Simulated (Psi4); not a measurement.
# Run report: SiH₂S, geometry relaxation (part 4 of 4)

Continued. System: SiH₂S, SMILES [SiH]S. Method: r2SCAN-3c/def2-mTZVPP, RKS (Psi4 1.11). The geometry comes from this level: PBE0-D4/def2-TZVP.

Geometry of the input (Å):
```
Si -0.2628  -1.0744  0.1611
S  0.1905  0.9588  -0.2066
H  1.0175  -1.1908  0.9814
H  -0.8897  1.2460  -0.9562
```

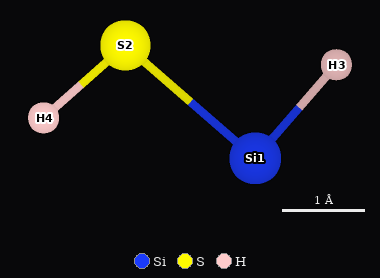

Fig. 1: The geometry at step 2 of the log (ball-and-stick view, seen on its broad side; atoms are numbered from 1 in the order of the input).

Log, continued
```
	total time  =          0 seconds =       0.00 minutes

    			-----------------------------------------

    			 OPTKING 3.0: for geometry optimizations

    			        with contributions from

    			-----------------------------------------

	                            ===> Fragment 1 <==

	 Z (Atomic Numbers)          Masses                          Geom
	      14.000000            27.976927         -0.46090926 -2.07459798  0.37532946
	      16.000000            31.972071          0.39329463  1.81384259 -0.33331310
	       1.000000             1.007825          1.96594344 -2.29080417  1.91566968
	       1.000000             1.007825         -1.64805022  2.33899797 -1.76073638

	 - Coordinate -           - BOHR/RAD -       - ANG/DEG -
	 R(1,2)           =         4.043737           2.139853
	 R(1,3)           =         2.882535           1.525372
	 R(2,4)           =         2.545666           1.347108
	 B(1,2,4)         =         1.698386          97.310327
	 B(2,1,3)         =         1.558719          89.308025
	 D(3,1,2,4)       =        -3.149262        -180.439420

	        --- Internal Coordinate Step in ANG or DEG, aJ/ANG or AJ/DEG ---
	-------------------------------------------------------------------------------
	           Coordinate      Previous         Force          Change          New
	           ----------      --------        ------          ------        ------
	               R(1,2)       2.13985       -0.00740       -0.00364       2.13621
	               R(1,3)       1.52537        0.00081        0.00022       1.52559
	               R(2,4)       1.34711        0.00012        0.00002       1.34713
	             B(1,2,4)      97.31033        0.00006        0.26129      97.57161
	             B(2,1,3)      89.30803        0.00011        0.36106      89.66908
	           D(3,1,2,4)    -180.43942        0.00003        0.45744    -179.98198
	-------------------------------------------------------------------------------

	                                 ==> Convergence Check <==

	Measures of convergence in internal coordinates in au.

	Criteria marked as inactive (o), active & met (*), and active & unmet ( ).

	----------------------------------------------------------------------------------------------
	   Step    Total Energy     Delta E     Max Force     RMS Force      Max Disp      RMS Disp
	----------------------------------------------------------------------------------------------
	  Convergence Criteria     1.00e-06 *    3.00e-04 *             o    1.20e-03 *             o
	----------------------------------------------------------------------------------------------
	     4    -688.81635747   -6.28e-05      1.42e-03      7.87e-04 o    7.98e-03      5.35e-03 o  ~
	----------------------------------------------------------------------------------------------

Next Geometry in Ang
	Fragment 1 (Ang)

	   Si  -0.2405310693  -1.0961053514   0.1972688268
	    S   0.2076099423   0.9581972444  -0.1801144377
	    H   1.0400564438  -1.2155670775   1.0177891517
	    H  -0.8746935945   1.2409924368  -0.9307222757

    Structure for next step:
    Molecular point group: c1
    Full point group: C1

    Geometry (in Angstrom), charge = 0, multiplicity = 1:

    SI          -0.241742350530    -1.096032986268     0.199720353229
    S            0.206398661043     0.958269609528    -0.177662911336
    H            1.038845162601    -1.215494712387     1.020240678146
    H           -0.875904875677     1.241064801913    -0.928270749305

gradient() will perform analytic gradient computation.

  ==> Geometry <==

    Molecular point group: c1
    Full point group: C1

    Geometry (in Angstrom), charge = 0, multiplicity = 1:

       Center              X                  Y                   Z               Mass
    ------------   -----------------  -----------------  -----------------  -----------------
         SI          -0.241742350530    -1.096032986268     0.199720353229    27.976926534650
         S            0.206398661043     0.958269609528    -0.177662911336    31.972071174400
         H            1.038845162601    -1.215494712387     1.020240678146     1.007825032230
         H           -0.875904875677     1.241064801913    -0.928270749305     1.007825032230

  Running in c1 symmetry.

  Rotational constants: A =      4.23850  B =      0.23766  C =      0.22504 [cm^-1]
  Rotational constants: A = 127066.91385  B =   7124.82556  C =   6746.53747 [MHz]
  Nuclear repulsion =   72.781430968026896

  Charge       = 0
  Multiplicity = 1
  Electrons    = 32
  Nalpha       = 16
  Nbeta        = 16

   => Molecular Quadrature <=

    Radial Scheme          =       TREUTLER
    Pruning Scheme         =           NONE
    Nuclear Scheme         =       TREUTLER

    Blocking Scheme        =         OCTREE
    BS radius alpha        =              1
    Pruning alpha          =              1
    Radial Points          =             75
    Spherical Points       =            302
    Total Points           =          86623
    Total Blocks           =            692
    Max Points             =            256
    Max Functions          =             63
    Weights Tolerance      =       1.00E-15

   => Auxiliary Basis Set <=

  Basis Set: (DEF2-MTZVPP AUX)
    Blend: DEF2-UNIVERSAL-JKFIT
    Number of shells: 88
    Number of basis functions: 292
    Number of Cartesian functions: 350
    Spherical Harmonics?: true
    Max angular momentum: 4

  Cached 100.0% of DFT collocation blocks in 0.341 [GiB].

  Minimum eigenvalue in the overlap matrix is 8.8291137299E-03.
  Reciprocal condition number of the overlap matrix is 2.1611433482E-03.
    Using symmetric orthogonalization.

  ==> Iterations <==

                           Total Energy        Delta E     RMS |[F,P]|

   @DF-RKS iter   0:  -688.81735926492001   -6.88817e+02   1.20828e-04
   @DF-RKS iter   1:  -688.81636421517112    9.95050e-04   2.00746e-05 DIIS
   @DF-RKS iter   2:  -688.81636216093523    2.05424e-06   3.25835e-05 DIIS
   @DF-RKS iter   3:  -688.81636561778532   -3.45685e-06   6.55370e-06 DIIS
   @DF-RKS iter   4:  -688.81636573888272   -1.21097e-07   1.26704e-06 DIIS
   @DF-RKS iter   5:  -688.81636574434708   -5.46436e-09   2.01994e-07 DIIS
   @DF-RKS iter   6:  -688.81636574450329   -1.56206e-10   4.88590e-08 DIIS
   @DF-RKS iter   7:  -688.81636574451170   -8.41283e-12   1.79230e-08 DIIS
   @DF-RKS iter   8:  -688.81636574451147    2.27374e-13   3.05073e-09 DIIS
  Energy and wave function converged.

  ==> Post-Iterations <==

   Electrons on quadrature grid:
      Ntotal   =   32.0000025973 ; deviation = 2.597e-06

    Orbital Energies [Eh]
    ---------------------

    Doubly Occupied:

       1A    -88.579852     2A    -65.873450     3A     -7.874358
       4A     -5.820181     5A     -5.815943     6A     -5.814865
       7A     -5.228619     8A     -3.575561     9A     -3.570127
      10A     -3.565931    11A     -0.711380    12A     -0.474229
      13A     -0.373863    14A     -0.314115    15A     -0.275002
      16A     -0.221684

    Virtual:

      17A     -0.118364    18A     -0.008866    19A      0.015271
      20A      0.072544    21A      0.139784    22A      0.178557
      23A      0.180660    24A      0.194829    25A      0.204031
      26A      0.215212    27A      0.242639    28A      0.245832
      29A      0.289497    30A      0.306187    31A      0.319821
      32A      0.415596    33A      0.441778    34A      0.471990
      35A      0.520169    36A      0.529280    37A      0.593894
      38A      0.849527    39A      0.959525    40A      1.046363
      41A      1.135894    42A      1.180571    43A      1.186511
      44A      1.202168    45A      1.255796    46A      1.258090
      47A      1.284475    48A      1.306715    49A      1.330247
      50A      1.347125    51A      1.368782    52A      1.413117
      53A      1.446734    54A      1.851345    55A      1.928446
      56A      1.949453    57A      1.986078    58A      2.032372
      59A      2.124658    60A      2.282935    61A      2.510453
      62A      2.652032    63A      9.465794    64A     18.484543

    Final Occupation by Irrep:
              A
    DOCC [    16 ]
    NA   [    16 ]
    NB   [    16 ]

  @DF-RKS Final Energy:  -688.81636574451147

   => Energetics <=

    Nuclear Repulsion Energy =             72.7814309680268963
    One-Electron Energy =               -1097.0292704413204774
    Two-Electron Energy =                 382.6375894708017995
    DFT Exchange-Correlation Energy =     -47.2091920075848890
    Empirical Dispersion Energy =           0.0030762655652906
    VV10 Nonlocal Energy =                  0.0000000000000000
    Total Energy =                       -688.8163657445114723

Computation Completed

Properties will be evaluated at   0.000000,   0.000000,   0.000000 [a0]

Properties computed using the SCF density matrix

 Multipole Moments:

 ------------------------------------------------------------------------------------
     Multipole            Electronic (a.u.)      Nuclear  (a.u.)        Total (a.u.)
 ------------------------------------------------------------------------------------

 L = 1.  Multiply by 2.5417464519 to convert [e a0] to [Debye]
 Dipole X            :         -0.3145269            0.1529279           -0.1615990
 Dipole Y            :          0.0325162            0.0253640            0.0578802
 Dipole Z            :         -0.2029319            0.0858848           -0.1170471
 Magnitude           :                                                    0.2077604

 ------------------------------------------------------------------------------------

	total time  =          3 seconds =       0.05 minutes

         ------------------------------------------------------------
                                   SCF GRAD
         ------------------------------------------------------------

  ==> Geometry <==

    Molecular point group: c1
    Full point group: C1

    Geometry (in Angstrom), charge = 0, multiplicity = 1:

       Center              X                  Y                   Z               Mass
    ------------   -----------------  -----------------  -----------------  -----------------
         SI          -0.241742350530    -1.096032986268     0.199720353229    27.976926534650
         S            0.206398661043     0.958269609528    -0.177662911336    31.972071174400
         H            1.038845162601    -1.215494712387     1.020240678146     1.007825032230
         H           -0.875904875677     1.241064801913    -0.928270749305     1.007825032230

  Nuclear repulsion =   72.781430968026896

   => Molecular Quadrature <=

    Radial Scheme          =       TREUTLER
    Pruning Scheme         =           NONE
    Nuclear Scheme         =       TREUTLER

    Blocking Scheme        =         OCTREE
    BS radius alpha        =              1
    Pruning alpha          =              1
    Radial Points          =             75
    Spherical Points       =            302
    Total Points           =          86623
    Total Blocks           =            692
    Max Points             =            256
    Max Functions          =             63
    Weights Tolerance      =       1.00E-15

  -Total Gradient:
     Atom            X                  Y                   Z
    ------   -----------------  -----------------  -----------------
       1        0.000206301382    -0.000003510249     0.000120430665
       2        0.000387008915     0.000080716544     0.000201757483
       3        0.000191942602    -0.000048207899     0.000139962778
       4        0.000395066228     0.000167875629     0.000196496076

	total time  =          0 seconds =       0.00 minutes

    			-----------------------------------------

    			 OPTKING 3.0: for geometry optimizations

    			        with contributions from

    			-----------------------------------------

	                            ===> Fragment 1 <==

	 Z (Atomic Numbers)          Masses                          Geom
	      14.000000            27.976927         -0.45682684 -2.07120217  0.37741677
	      16.000000            31.972071          0.39003694  1.81086712 -0.33573425
	       1.000000             1.007825          1.96313284 -2.29695211  1.92797546
	       1.000000             1.007825         -1.65522033  2.34527258 -1.75417749

	 - Coordinate -           - BOHR/RAD -       - ANG/DEG -
	 R(1,2)           =         4.036858           2.136213
	 R(1,3)           =         2.882950           1.525591
	 R(2,4)           =         2.545712           1.347133
	 B(1,2,4)         =         1.702946          97.571612
	 B(2,1,3)         =         1.565021          89.669081
	 D(3,1,2,4)       =        -3.141278        -179.981981

	        --- Internal Coordinate Step in ANG or DEG, aJ/ANG or AJ/DEG ---
	-------------------------------------------------------------------------------
	           Coordinate      Previous         Force          Change          New
	           ----------      --------        ------          ------        ------
	               R(1,2)       2.13621       -0.00044       -0.00017       2.13604
	               R(1,3)       1.52559       -0.00000       -0.00000       1.52559
	               R(2,4)       1.34713       -0.00009       -0.00002       1.34711
	             B(1,2,4)      97.57161       -0.00000       -0.01043      97.56119
	             B(2,1,3)      89.66908        0.00000        0.01201      89.68109
	           D(3,1,2,4)    -179.98198       -0.00000       -0.01802    -180.00000
	-------------------------------------------------------------------------------

	                                 ==> Convergence Check <==

	Measures of convergence in internal coordinates in au.

	Criteria marked as inactive (o), active & met (*), and active & unmet ( ).

	----------------------------------------------------------------------------------------------
	   Step    Total Energy     Delta E     Max Force     RMS Force      Max Disp      RMS Disp
	----------------------------------------------------------------------------------------------
	  Convergence Criteria     1.00e-06 *    3.00e-04 *             o    1.20e-03 *             o
	----------------------------------------------------------------------------------------------
	     5    -688.81636574   -8.28e-06      5.33e-05 *    3.05e-05 o    3.21e-04 *    2.16e-04 o  ~
	----------------------------------------------------------------------------------------------

Next Geometry in Ang
	Fragment 1 (Ang)

	   Si  -0.2417497962  -1.0957905060   0.1997474200
	    S   0.2063632294   0.9583552664  -0.1775623184
	    H   1.0388607231  -1.2156290809   1.0201724129
	    H  -0.8758775588   1.2408710333  -0.9283301438

    Final optimized geometry and variables:
    Molecular point group: c1
    Full point group: C1

    Geometry (in Angstrom), charge = 0, multiplicity = 1:

    SI          -0.241742350530    -1.096032986268     0.199720353229
    S            0.206398661043     0.958269609528    -0.177662911336
    H            1.038845162601    -1.215494712387     1.020240678146
    H           -0.875904875677     1.241064801913    -0.928270749305

[set-up sections that repeat, and orbital energies of the middle runs, are left out above]
```

Standard output
```
Some dependencies such as QCElemental have not yet finished migration to pydantic v2. If issues are encountered please downgrade pydantic or upgrade QCElemental as appropriate
	Energy has increased in a minimization.
	Energy ratio indicates iffy step.
	Intrafrag trust radius decreased to   0.25.
	Unable to completely converge to displaced geometry.
	RMS(dx):  2.268e-06 	Max(dx):  3.722e-06 	RMS(dq):  4.802e-06
	Previous geometry is closer to target in internal coordinates, so using that one.

	Best geometry has RMS(Delta(q)) = 2.40e-06

Optimizer: Optimization complete!
R2SCAN-3C energy: -688.8163657445 Eh
4
0 1 H2SSi
Si                   -0.241742350530    -1.096032986268     0.199720353229
S                     0.206398661043     0.958269609528    -0.177662911336
H                     1.038845162601    -1.215494712387     1.020240678146
H                    -0.875904875677     1.241064801913    -0.928270749305

CURRENT ENERGY                                   -688.8163657445
CURRENT REFERENCE ENERGY                         -688.8163657445
DD SOLVATION ENERGY                                 0.0000000000
DFT FUNCTIONAL TOTAL ENERGY                      -688.8194420101
DFT TOTAL ENERGY                                 -688.8163657445
DFT VV10 ENERGY                                     0.0000000000
DFT XC ENERGY                                     -47.2091920076
DISPERSION CORRECTION ENERGY                       -0.0007234488
GRID ELECTRONS ALPHA                               16.0000012987
GRID ELECTRONS BETA                                16.0000012987
GRID ELECTRONS TOTAL                               32.0000025973
NUCLEAR REPULSION ENERGY                           72.7814309680
ONE-ELECTRON ENERGY                             -1097.0292704413
OPTIMIZATION ITERATIONS                             5.0000000000
PCM POLARIZATION ENERGY                             0.0000000000
PE ENERGY                                           0.0000000000
R2SCAN3C DISPERSION CORRECTION ENERGY              -0.0007234488
SCF ITERATION ENERGY                             -688.8163657445
SCF ITERATIONS                                      8.0000000000
SCF TOTAL ENERGY                                 -688.8163657445
TWO-ELECTRON ENERGY                               382.6375894708
XC GRID RADIAL POINTS                              75.0000000000
XC GRID SPHERICAL POINTS                          302.0000000000
XC GRID TOTAL POINTS                            86623.0000000000
```

Trajectory as extended XYZ (Å, eV, eV/Å), 5 frames, from step=0 to step=4
```
4
Properties=species:S:1:pos:R:3:forces:R:3 step=0 energy=-18743.64465
Si   -0.2628   -1.0744    0.1611   -0.0456  -0.2860   0.0645
S     0.1905    0.9588   -0.2066    0.0376   0.2816  -0.0641
H     1.0175   -1.1908    0.9814   -0.0059  -0.0363   0.0060
H    -0.8897    1.2460   -0.9562   -0.0457   0.0303  -0.0396
4
Properties=species:S:1:pos:R:3:forces:R:3 step=1 energy=-18743.64746
Si   -0.2570   -1.0823    0.1667   -0.0547  -0.1110  -0.0081
S     0.1852    0.9661   -0.2112    0.0324   0.1013  -0.0255
H     1.0253   -1.2096    0.9839   -0.0139   0.0308  -0.0075
H    -0.8915    1.2540   -0.9687   -0.0245  -0.0317   0.0072
4
Properties=species:S:1:pos:R:3:forces:R:3 step=2 energy=-18743.64625
Si   -0.2600   -1.0859    0.1686   -0.0384   0.0266   0.0223
S     0.1891    0.9685   -0.2149   -0.0521   0.0027   0.0411
H     1.0050   -1.1976    1.0142    0.0148  -0.0034  -0.0496
H    -0.9118    1.2631   -0.9341    0.0146  -0.0359  -0.0472
4
Properties=species:S:1:pos:R:3:forces:R:3 step=3 energy=-18743.64796
Si   -0.2622   -1.0873    0.1652    0.0270   0.0618  -0.0115
S     0.1898    0.9704   -0.2098   -0.0527  -0.0629  -0.0237
H     1.0220   -1.2017    0.9803   -0.0145  -0.0195   0.0066
H    -0.8904    1.2483   -0.9652   -0.0203   0.0108  -0.0054
4
Properties=species:S:1:pos:R:3:forces:R:3 step=4 energy=-18743.64818
Si   -0.2600   -1.0855    0.1663   -0.0106   0.0002  -0.0062
S     0.1881    0.9688   -0.2111   -0.0199  -0.0042  -0.0104
H     1.0206   -1.2050    0.9868   -0.0099   0.0025  -0.0072
H    -0.8942    1.2516   -0.9617   -0.0203  -0.0086  -0.0101
```

Key numbers

| quantity | value |
| --- | --- |
| outcome | converged |
| total energy | −688.816366 hartree |
| dispersion energy | −0.000723 hartree |
| HOMO | −6.03 eV |
| LUMO | −3.22 eV |
| dipole moment | 0.53 D |
| hardware | 1 thread of Intel Xeon (Granite Rapids), 160 GiB of memory available, shared host |
| wall time | 18 s |
| peak memory | 0.59 GiB |
